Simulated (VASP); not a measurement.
Band structure of BeSe (space group F-43m). Method: PBE GGA, VASP's PBE PAW potentials (set 64) (plane waves; VASP 6.6.1).

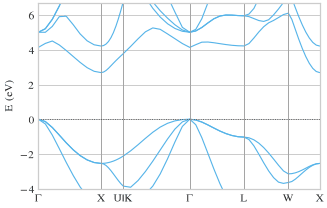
*Bands along high-symmetry lines, zero at the valence-band maximum or, without a gap, the Fermi level*

Problem. Read the plot: is there a gap, and where are the band edges?

Solution. The gap is indirect, 2.69 eV, from the valence maximum at Γ to the conduction minimum at X.

The structure comes from a computed database's BeSe entry; how it stands against other phases isn't given here. The cell was not relaxed at this level.
